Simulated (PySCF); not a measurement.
**One shape, several levels: GaHBr2 (SMILES [Br][GaH][Br])**

Wanted: a comparison of 6 runs (M06-2X/def2-SVP, PBE/def2-SVP, PBE0/def2-SVP, TPSS/def2-SVP, revPBE/def2-SVP, CCSD(T)/def2-SVP) of GaHBr2. 

The results are computed with PySCF 2.14.0.

7 further runs of the same task are left out: 4 that didn't finish, 3 set aside as unsound or not needed.

**1. The molecule**

GaHBr2 has 4 atoms, charge 0, and is taken as a singlet. SMILES: `[Br][GaH][Br]`. The coordinates come from a PBE0-D4/def2-TZVP relaxation.

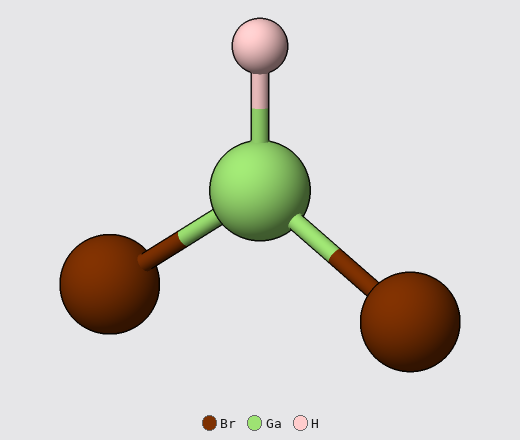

Viewed from a chosen angle; bromine brown, gallium green, hydrogen pink.

**2. A single-point energy at M06-2X/def2-SVP (run 1)**

Input file input.py:

```python
from pyscf import gto, dft

molecule = gto.M(
    atom=[
    ('Br', (-2.066700, 0.047400, -0.609100)),
    ('Ga', (0.130800, 0.163600, -0.035600)),
    ('Br', (1.021500, -1.717900, 0.879600)),
    ('H', (0.969900, 1.446500, -0.255100)),
],
    spin=0,
    basis='def2-svp',
    max_memory=1860,
    verbose=3,
)

mf = dft.RKS(molecule)
mf.xc = 'm06-2x'
mf.conv_tol = 1e-10
mf.grids.level = 5
mf.kernel()
if not mf.converged:
    mf = mf.newton().run(mf.mo_coeff, mf.mo_occ)

etot = mf.e_tot
print('E = %.10f Eh' % etot)
```

Run with:

```bash
$ OMP_NUM_THREADS=1 python input.py
```

The log of the run:

```text
converged SCF energy = -7073.08996124925
E = -7073.0899612492 Eh
```

Wall time 18 s (1 thread of Intel Xeon Platinum 8488C (Sapphire Rapids), shared host); peak memory 0.56 GiB.

**3. A single-point energy at PBE/def2-SVP (run 2)**

Input file calc.py:

```python
from pyscf import gto, dft

molecule = gto.M(
    atom='''
Br      -2.066700       0.047400      -0.609100
Ga       0.130800       0.163600      -0.035600
Br       1.021500      -1.717900       0.879600
H        0.969900       1.446500      -0.255100
''',
    max_memory=1860,
    verbose=3,
    spin=0,
    basis='def2-svp',
    charge=0,
)

mf = dft.RKS(molecule)
mf.xc = 'pbe'
mf.grids.level = 5
mf.conv_tol = 1e-10
mf.kernel()
if not mf.converged:
    mf = mf.newton().run(mf.mo_coeff, mf.mo_occ)

etot = mf.e_tot
print('E(%s) = %.9f' % ('PBE', etot))
```

Run with:

```bash
$ OMP_NUM_THREADS=1 python calc.py
```

The log of the run:

```text
converged SCF energy = -7071.93417196934
E(PBE) = -7071.934171969
```

Wall time 11 s (1 thread of Intel Xeon Platinum 8488C (Sapphire Rapids), shared host); peak memory 0.55 GiB.

Runs 3 to 5 aren't shown in full; the table further down has their settings and results.

**4. The energy at CCSD(T)/def2-SVP (run 6)**

Input file input.xyz:

```xyz
4

Br    -2.066700     0.047400    -0.609100
Ga     0.130800     0.163600    -0.035600
Br     1.021500    -1.717900     0.879600
H      0.969900     1.446500    -0.255100
```

Input file job.py:

```python
from pyscf import gto, cc

mol = gto.M(
    atom='input.xyz',
    max_memory=1860,
    basis='def2-svp',
    verbose=3,
    charge=0,
)

mf = mol.RHF()
mf.conv_tol = 1e-10
mf.kernel()
if not mf.converged:
    mf = mf.newton().run(mf.mo_coeff, mf.mo_occ)

mycc = cc.CCSD(mf, frozen=27)
mycc.kernel()
e_t = mycc.ccsd_t()
energy = mycc.e_tot + e_t
print('Final energy', energy)
```

Run with:

```bash
$ OMP_NUM_THREADS=1 python job.py
```

The log of the run:

```text
converged SCF energy = -7067.90622266551
E(CCSD) = -7068.56913780871  E_corr = -0.6629151431957918
CCSD(T) correction = -0.0169680829935851
Final energy -7068.586105891704
```

Wall time 32 s (1 thread of Intel Xeon Platinum 8488C (Sapphire Rapids), shared host); peak memory 0.54 GiB.

**5. Overview of the runs**

```
run             level  integration grid  frozen core orbitals   energy (Eh)  dipole moment (D) of the reference  HOMO energy (eV)  LUMO energy (eV)  wall time
  1   M06-2X/def2-SVP                 5                     –  -7073.089961                                1.49             -9.61             -1.20       18 s
  2      PBE/def2-SVP                 5                     –  -7071.934172                                1.22             -7.08             -2.50       11 s
  3     PBE0/def2-SVP                 5                     –  -7072.156667                                1.40             -8.40             -1.79       11 s
  4     TPSS/def2-SVP                 5                     –  -7072.824163                                1.26             -7.25             -2.41       18 s
  5   revPBE/def2-SVP                 5                     –  -7072.417999                                1.22             -7.05             -2.41       11 s
  6  CCSD(T)/def2-SVP                 –                    27  -7068.586106                                1.65            -11.32              1.06       32 s
```

**6. What came out**

```
                                           quantity           value
                                run 6: total energy  -7068.58611 Eh
        run 6: dipole moment (Hartree–Fock density)          1.65 D
         run 6: HOMO energy (Hartree–Fock orbitals)       -11.32 eV
         run 6: LUMO energy (Hartree–Fock orbitals)         1.06 eV
       run 6: HOMO–LUMO gap (Hartree–Fock orbitals)        12.38 eV
run 6: correlation energy (27 core orbitals frozen)      -679.9 mEh
                              run 6: (T) correction      -16.97 mEh
                               run 6: T1 diagnostic           0.009
```

**Reading.** Over runs 1, 2, 3, 4, 5 the dipole moment (its size) runs from 1.22 D (PBE/def2-SVP) to 1.49 D (M06-2X/def2-SVP). Over runs 1, 2, 3, 4, 5 the HOMO–LUMO gap runs from 4.58 eV (PBE/def2-SVP) to 8.41 eV (M06-2X/def2-SVP). Totals of different functionals can't be ranked against each other. All runs together took 1.7 min, the longest 32 s.
